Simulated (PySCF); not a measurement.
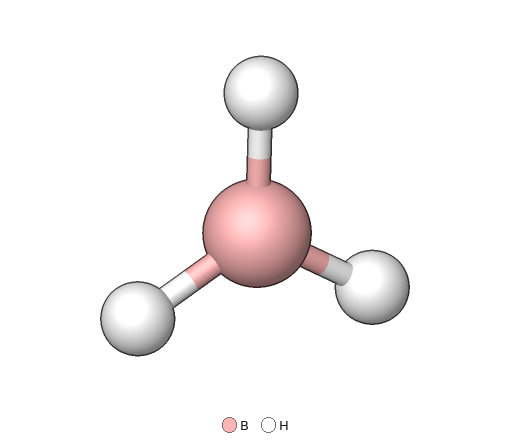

The computed structure is the end point of a PBE0-D4/def2-TZVP optimisation. No frequency run is at hand to confirm it as a minimum. Level of theory: RHF-CCSD(T), frozen core/def2-TZVPP, density fitting (PySCF 2.14.0).

Computed properties:

The species is BH₃.
- T1 diagnostic: 0.006
